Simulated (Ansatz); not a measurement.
The figure comes from a scan of InAs (zinc blende): the cell is scaled evenly about its relaxed volume V₀. All values below come from PBE (plane waves to 420 eV, PAW, scalar-relativistic; Ansatz, an electronic-structure program). k mesh 10×10×10 (Γ-centred), Fermi-Dirac smearing 0.05 eV. Energies are smeared free energies. At this level the bands of InAs touch or barely overlap; measurements give the solid a gap. InAs was relaxed with its symmetry unable to fall. The zero of ΔE is the relaxed starting cell.

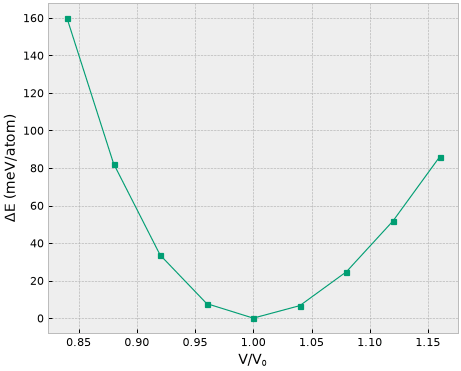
*ΔE (meV/atom) against V/V₀; computed points joined by lines.*

Read the plotted values off the figure, to the accuracy that the plot allows.

To the nearest 2:

```tsv
V/V₀	ΔE (meV/atom)
0.840	160
0.880	82
0.920	34
0.960	8
1.000	0
1.040	6
1.080	24
1.120	52
1.160	86
```

(A scan under strain: stresses follow from slopes of the energy per volume, elastic moduli from its curvatures.)
